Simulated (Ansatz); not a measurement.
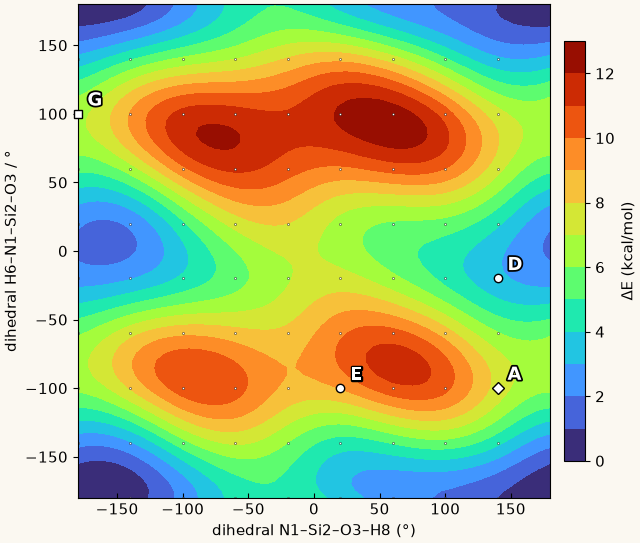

ClH4NOSiTe, SMILES N[Si](O)(Cl)[TeH]. 
- The first coordinate is: dihedral N1–Si2–O3–H8; the second: dihedral H6–N1–Si2–O3.
- Nothing is relaxed (all other coordinates rigid).
- The scan uses a 9 × 9 grid.
- Points are written as (first, second).
- Energies are in kcal/mol, from the relaxed molecule at the same level.
- The calculation used RKS PBE-D4/def2-SVP (Ansatz 0.2.0).

The picture shows filled contours, dots at the grid points, lettered points. Between grid points the surface is interpolated.

Is A the lowest point of the computed grid?

No. A lies 7.4 kcal/mol above the lowest grid point, which is at (−180°, −180°).

Rank the lettered points by energy, lowest first.

D (3.2 kcal/mol), G (6.7 kcal/mol), A (7.6 kcal/mol), E (9.1 kcal/mol).
